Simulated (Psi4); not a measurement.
# PHF2 (difluorophosphine) at SCAN/6-31+G(d,p) (spherical functions, sweep point 5)

Aim: the vertical ionisation energy of PHF2 (difluorophosphine) at SCAN/6-31+G** (spherical functions, sweep point 5), from 2 runs. The job is set up through a Python script.

The calculation is run with Psi4 1.11.

**1. Starting point**

PHF2 has 4 atoms, charge 0, and is taken as a singlet. As SMILES, `FPF`. Geometry: relaxed at GFN2-xTB.

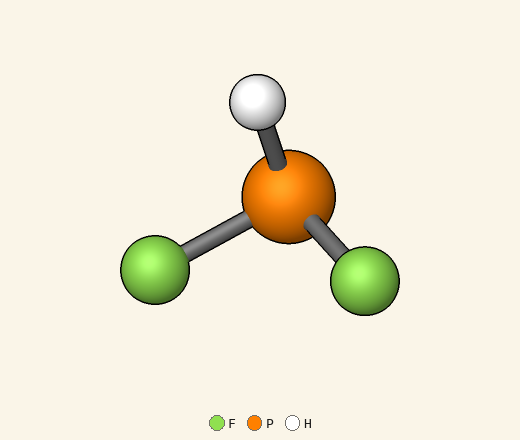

The structure, seen from a chosen angle (fluorine green, phosphorus orange, hydrogen white).

**2. The energy at SCAN/6-31+G(d,p) (spherical functions, sweep point 5)**

Input file run.py:

```python
import psi4

psi4.set_memory('1600 MB')
psi4.set_num_threads(1)
psi4.set_output_file('psi4.out', False)

molecule = psi4.geometry("""
0 1
F      2.26899416     1.14116781    -0.46118766
P     -0.03930630    -0.81828921    -0.86927402
F     -2.22451000     1.25757494    -0.36970602
H     -0.00517785    -1.58045355     1.70016770
units bohr
symmetry c1
""")

psi4.set_options(dict(basis='6-31+G**', puream=True, scf_type='pk', dft_radial_points=99, dft_spherical_points=590))

e = psi4.energy("scan", molecule=molecule)
print(f'total energy {e:.8f} hartree = {e * 27.211386:.5f} eV')
```

On the command line:

```sh
$ python run.py
```

psi4.out:

```text
[...]
  Running in c1 symmetry.
[...]
  Nuclear repulsion =  116.320293543093484
[...]
  Multiplicity = 1
[...]
  Nalpha       = 17
  Nbeta        = 17
[...]
    Number of basis functions: 63
[...]
   @RKS iter   1:  -541.54841617178795   -2.04574e-01   7.90254e-03 ADIIS/DIIS
[...]
   @RKS iter   8:  -541.63024742015352   -4.08954e-09   6.68918e-07 DIIS
[...]
    Orbital Energies [Eh]
    ---------------------
    Doubly Occupied:
       1A    -76.917175     2A    -24.528719     3A    -24.528684
       4A     -6.590525     5A     -4.741018     6A     -4.737361
       7A     -4.729266     8A     -1.202962     9A     -1.170397
      10A     -0.630573    11A     -0.493766    12A     -0.482580
      13A     -0.450611    14A     -0.403939    15A     -0.390677
      16A     -0.386747    17A     -0.271857
[...]
  @RKS Final Energy:  -541.63024742015352
   => Energetics <=
    Nuclear Repulsion Energy =            116.3202935430934843
    One-Electron Energy =                -982.1544620971894801
    Two-Electron Energy =                 368.7388531685069211
    DFT Exchange-Correlation Energy =     -44.5349320345644770
    Empirical Dispersion Energy =           0.0000000000000000
    VV10 Nonlocal Energy =                  0.0000000000000000
    Total Energy =                       -541.6302474201535233
[...]
 Multipole Moments:
 ------------------------------------------------------------------------------------
     Multipole            Electronic (a.u.)      Nuclear  (a.u.)        Total (a.u.)
 ------------------------------------------------------------------------------------
 L = 1.  Multiply by 2.5417464519 to convert [e a0] to [Debye]
 Dipole X            :         -0.0060128           -0.0109748           -0.0169876
 Dipole Y            :          0.6045679           -1.3196850           -0.7151171
 Dipole Z            :         -1.0192557            1.1019271            0.0826714
 Magnitude           :                                                    0.7200802
[...]
```

Standard output:

```text
total energy -541.63024742 hartree = -14738.50973 eV
```

It took 8.7 s on 1 thread of Intel Xeon Platinum 8488C (Sapphire Rapids), shared host; peak memory 1.2 GiB.

**3. The doublet cation**

Input file f2hp.py:

```python
import psi4

psi4.set_memory(1600000000)
psi4.set_num_threads(1)
psi4.set_output_file('run.log', False)

geom = psi4.geometry("""
1 2
F      2.26899416     1.14116781    -0.46118766
P     -0.03930630    -0.81828921    -0.86927402
F     -2.22451000     1.25757494    -0.36970602
H     -0.00517785    -1.58045355     1.70016770
units bohr
symmetry c1
""")

psi4.set_options({
    'basis': '6-31+G**',
    'reference': 'uks',
    'puream': True,
    'scf_type': 'pk',
    'dft_radial_points': 99,
    'dft_spherical_points': 590,
    'maxiter': 150,
})

e, wfn = psi4.energy('scan', return_wfn=True)
print(f'scan energy: {e:.10f} Eh')
```

On the command line:

```sh
$ python f2hp.py
```

run.log:

```text
[...]
  Running in c1 symmetry.
[...]
  Nuclear repulsion =  116.320293543093484
[...]
  Multiplicity = 2
[...]
  Nalpha       = 17
  Nbeta        = 16
[...]
    Number of basis functions: 63
[...]
   @UKS iter   1:  -541.13718507202339    2.06657e-01   7.44997e-03 ADIIS/DIIS
[...]
   @UKS iter   9:  -541.22337965478926   -6.63946e-08   9.24648e-07 DIIS
[...]
   @S^2 Observed:                7.560336831E-01
[...]
    Orbital Energies [Eh]
    ---------------------
    Alpha Occupied:
       1A    -77.279361     2A    -24.831276     3A    -24.831260
       4A     -6.945722     5A     -5.094933     6A     -5.093324
       7A     -5.090244     8A     -1.496102     9A     -1.462330
      10A     -0.942690    11A     -0.784351    12A     -0.781671
      13A     -0.748225    14A     -0.694695    15A     -0.684772
      16A     -0.667788    17A     -0.612757
    Alpha Virtual:
      18A     -0.367395    19A     -0.346798    20A     -0.201351
      21A     -0.110911    22A     -0.081213    23A     -0.080040
      24A     -0.069195    25A      0.019004    26A      0.028394
[...]
  @UKS Final Energy:  -541.22337965478926
   => Energetics <=
    Nuclear Repulsion Energy =            116.3202935430934843
    One-Electron Energy =                -971.5905928858096559
    Two-Electron Energy =                 358.2028810792643299
    DFT Exchange-Correlation Energy =     -44.1559613913373852
    Empirical Dispersion Energy =           0.0000000000000000
    VV10 Nonlocal Energy =                  0.0000000000000000
    Total Energy =                       -541.2233796547892553
[...]
 Multipole Moments:
 ------------------------------------------------------------------------------------
     Multipole            Electronic (a.u.)      Nuclear  (a.u.)        Total (a.u.)
 ------------------------------------------------------------------------------------
 L = 1.  Multiply by 2.5417464519 to convert [e a0] to [Debye]
 Dipole X            :         -0.0304555           -0.0109748           -0.0414302
 Dipole Y            :         -0.2805210           -1.3196850           -1.6002060
 Dipole Z            :         -1.1068096            1.1019271           -0.0048825
 Magnitude           :                                                    1.6007496
[...]
```

The script printed:

```text
scan energy: -541.2233796548 Eh
```

Wall time 13 s (1 thread of Intel Xeon Platinum 8488C (Sapphire Rapids), shared host); peak memory 1.2 GiB.

**4. What came out**

At SCAN/6-31+G** (spherical functions, sweep point 5):

| quantity | value |
| --- | --- |
| singlet PHF2: total energy | -541.63025 Eh |
| singlet PHF2: dipole moment | 1.83 D |
| singlet PHF2: HOMO energy | -7.40 eV |
| singlet PHF2: LUMO energy | -1.87 eV |
| singlet PHF2: HOMO–LUMO gap | 5.53 eV |
| doublet cation: total energy | -541.22338 Eh |
| doublet cation: HOMO energy (highest over α and β) | -16.67 eV |
| doublet cation: LUMO energy (lowest over α and β) | -14.59 eV |
| doublet cation: ⟨S²⟩ | 0.756 |
| vertical ionisation energy (to the doublet cation) | 11.071 eV |

**Reading.** The vertical ionisation energy comes to 11.07 eV (255 kcal/mol). −ε(HOMO) before ionisation, 7.40 eV, is 3.67 eV below this ionisation energy.
